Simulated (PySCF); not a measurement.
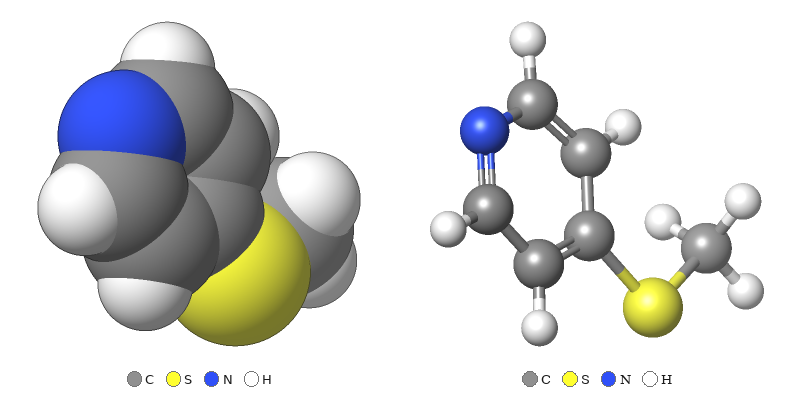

Two views of one molecule.

The geometry was computed by an optimisation with GFN2-xTB. No frequency run is at hand to confirm it as a minimum.

Describe the molecule.

Formula C6H7NS. SMILES: `CSc1ccncc1`. Independent rings (smallest set): 1 of 6 members, 1 of them aromatic. Among its groups: thioether. Coordination: 1 C tetrahedral; 1 S bent; 5 C trigonal planar; 1 N bent.

More results for the same structure follow; atom numbers are the same in all pictures, views and colours differ.

**NMR shielding**

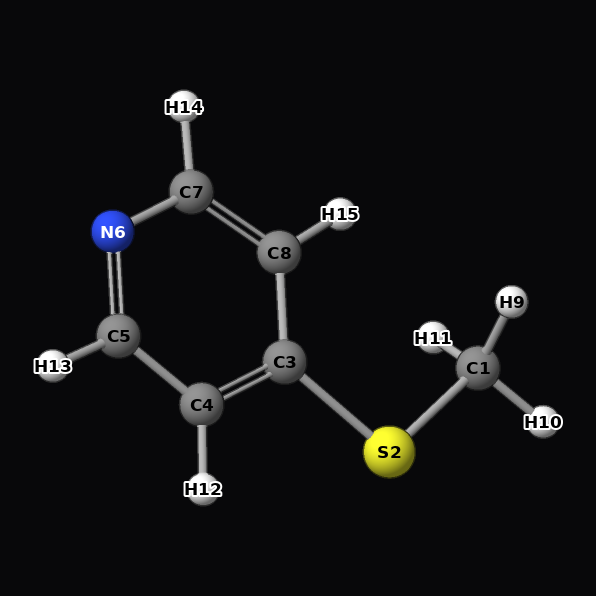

The questions are on isotropic NMR shieldings of the C atoms. No frequency run is at hand to confirm it as a minimum. Method: GIAO PBE0/pcSseg-1 NMR shielding, non-relativistic, gas phase (PySCF 2.14.0).

Give the isotropic NMR shieldings of the C atoms atom by atom.

```
atom  σ (ppm)
  C1    169.1
  C3     28.3
  C4     61.7
  C5     32.7
  C7     31.1
  C8     67.0
```

**Dipole moment**

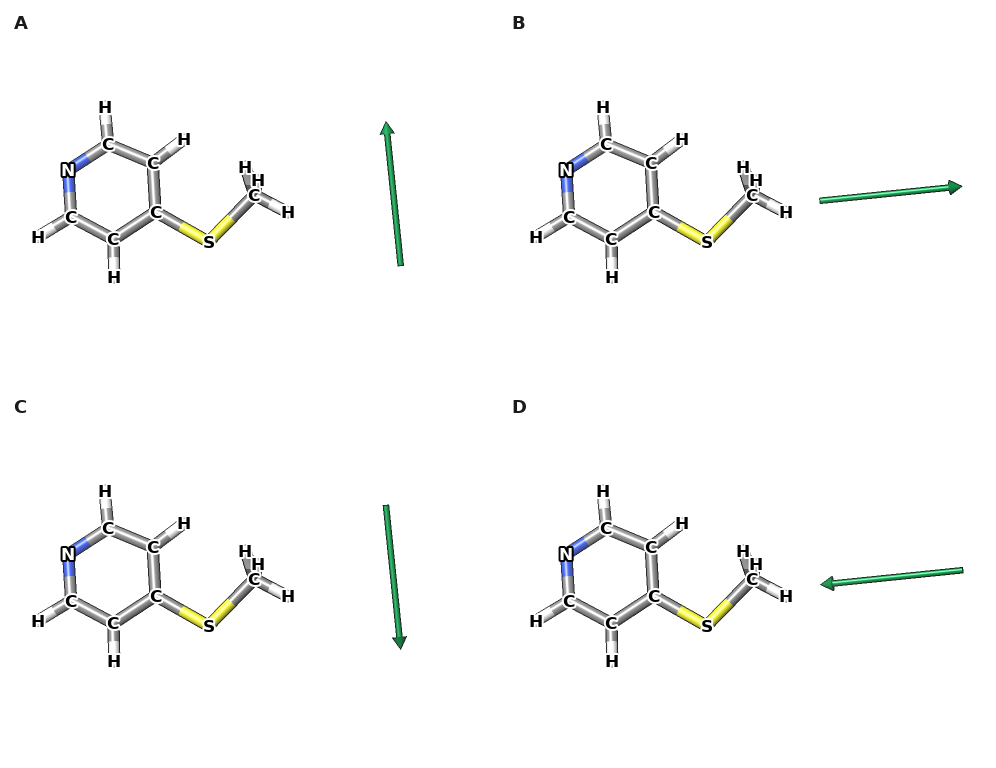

The same molecule four times, each with an arrow. No frequency run is at hand to confirm it as a minimum. Method: PBE0/pcSseg-1, gas phase (PySCF 2.14.0).

> Which arrow points along the dipole moment, from the negative to the positive end?

B. The dipole moment is 2.89 D.

**Ring current**

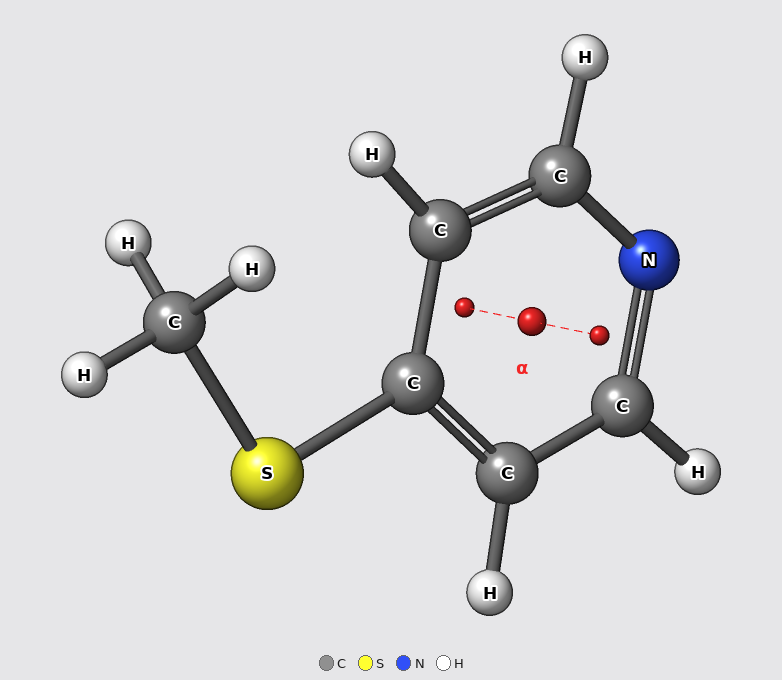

The small points mark where nucleus-independent chemical shifts (NICS) were computed: at the centre of each lettered ring and 1 Å above and below it. No frequency run is at hand to confirm it as a minimum. Method: GIAO PBE0/pcSseg-1 NMR shielding, non-relativistic, gas phase (PySCF 2.14.0).

Give NICS(0), NICS(1) and the out-of-plane component NICS(1)zz for each ring (means of the two sides).

```json
{"ring": "α", "members": "C5N", "NICS(0)": "−6.6", "NICS(1)": "−10.4", "NICS(1)zz": "−25.7"}
```

Values in ppm.

> What do the values say about the ring currents?

Ring α: diatropic, as in an aromatic ring. NICS is one index among several.

**Charges**

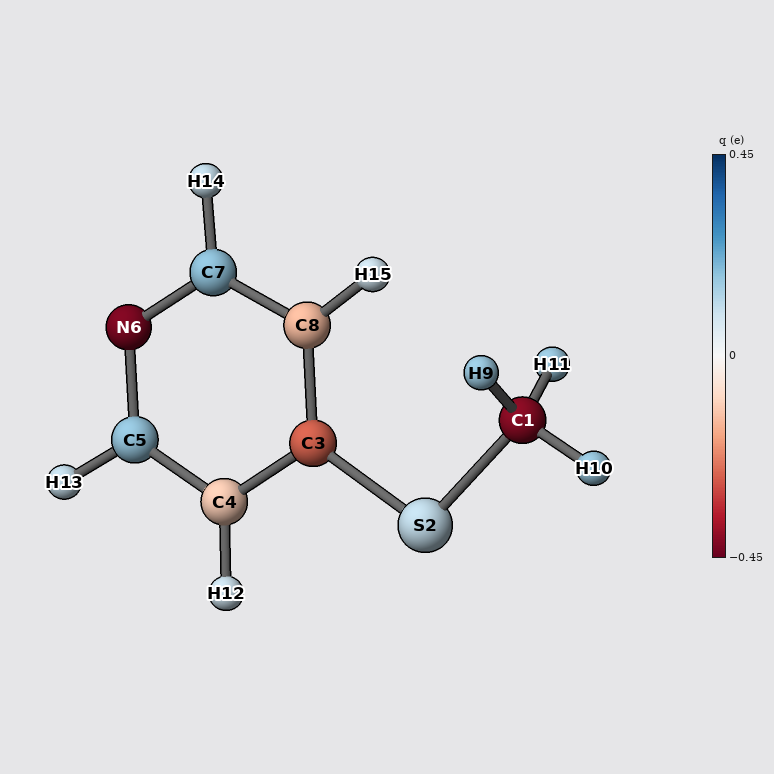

Atoms are coloured by their Mulliken charges. No frequency run is at hand to confirm it as a minimum. Level of theory: PBE0/pcSseg-1, gas phase (PySCF 2.14.0).

> Which atom carries the highest charge (most positive or least negative)?

C7 (0.18 e).

> And the lowest?

N6 (−0.42 e).

List the Mulliken charges.

```json
{"atom": "C1", "value (e)": "−0.40"}
{"atom": "S2", "value (e)": "0.11"}
{"atom": "C3", "value (e)": "−0.26"}
{"atom": "C4", "value (e)": "−0.11"}
{"atom": "C5", "value (e)": "0.17"}
{"atom": "N6", "value (e)": "−0.42"}
{"atom": "C7", "value (e)": "0.18"}
{"atom": "C8", "value (e)": "−0.14"}
{"atom": "H9", "value (e)": "0.16"}
{"atom": "H10", "value (e)": "0.17"}
{"atom": "H11", "value (e)": "0.16"}
{"atom": "H12", "value (e)": "0.09"}
{"atom": "H13", "value (e)": "0.11"}
{"atom": "H14", "value (e)": "0.10"}
{"atom": "H15", "value (e)": "0.09"}
```

Mulliken values depend strongly on the basis set and can even reverse the polarity of a bond.
